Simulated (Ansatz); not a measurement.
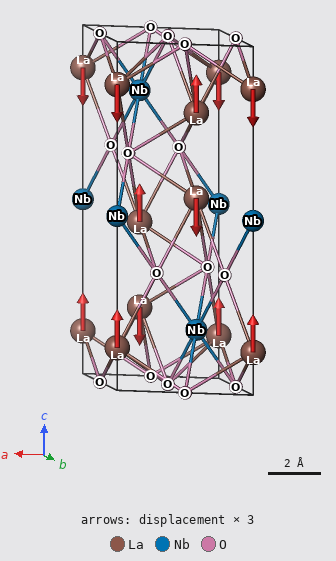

A relaxation of crystalline La2NbO3 (a generated structure, set up in R-3m) (coarse preliminary run). The starting structure is drawn; red arrows show the displacements (the part carried along by the change of the cell is left out), magnified 3 times.

The picture is a ball-and-stick view of the conventional cell (3 times the calculation's cell), seen from a free direction. Lengths and directions refer to the drawn axes.

Theory: Ansatz, DFT PBE, scalar-relativistic, plane waves, PAW.

Input file:
```yaml
crystal:
  lattice:
    - [2.71724368, 1.56880137, 4.50521635]
    - [-2.71724368, 1.56880137, 4.50521635]
    - [0.0, -3.13760274, 4.50521635]
  atoms:
    - { symbol: La, position: [0.87742203, 0.87742203, 0.87742203] }
    - { symbol: La, position: [0.12257797, 0.12257797, 0.12257797] }
    - { symbol: Nb, position: [0.5, 0.5, 0.5] }
    - { symbol: O, position: [0.0, 0.5, 0.5] }
    - { symbol: O, position: [0.5, 0.0, 0.5] }
    - { symbol: O, position: [0.5, 0.5, 0.0] }
basis:
  ecutwfc: 420
kpoints:
  mp_grid: { grid: [6, 6, 6] }
hamiltonian:
  xc: pbe
scf:
  occupations: { method: gaussian, width: 0.1 }
  lower_state_search: "off"
output:
  forces: true
  stress: true
  eigenvalues: true
  populations: true
magnetization:
  spin_polarized: true
relax:
  adjacent_minimum: "off"
  f_tol: 0.04
  max_steps: 70
  cell: { stress_tol: 0.4 }
```

Command:
```bash
ansatz run input.yaml --threads 1 --pin off --max-ram 2560MiB --backend cpu --events-out ev --progress --plain --runs-dir out
```

**Which element moves most?**

Lanthanum: up to 0.50 Å, against 0.00 Å for niobium.

**What did the optimiser do to the structure, and how much energy did it gain?**

The largest moves relative to the cell, 0.50 Å, are those of La1 and La2. La2 goes along +c. Nb and O stay in place. The drawn cell changes as follows: a = b 5.434 → 5.699 Å (+4.9 %), c 13.516 → 10.165 Å (−24.8 %); the volume changes by −17.3 %. Some distances before and after: La1–Nb3 5.101 → 3.337 Å, La1–O4 3.252 → 2.325 Å, Nb3–O4 2.745 → 2.362 Å, La1–La2 3.313 → 3.492 Å. Bond angles that change, for instance: O4–Nb3–O5 59.3° → 74.2°, O4–Nb3–O5 120.7° → 105.8°. The space group stays R-3m (No. 166). After 9 accepted moves (10 points after the start) the energy has fallen by 8.466 eV per cell of the calculation. The largest force component goes from 0.37 to 0.0016 eV/Å. Pressure: −15.88 GPa at the start and 0.10 GPa at the end. At 1 point the geometry stayed and the basis and grid were re-selected for the new cell (energy shift of 7.6 meV per cell of the calculation at most each time). The run took 4.6 min on 1 thread of Arm Neoverse V2 (shared host), peak memory 0.55 GiB.
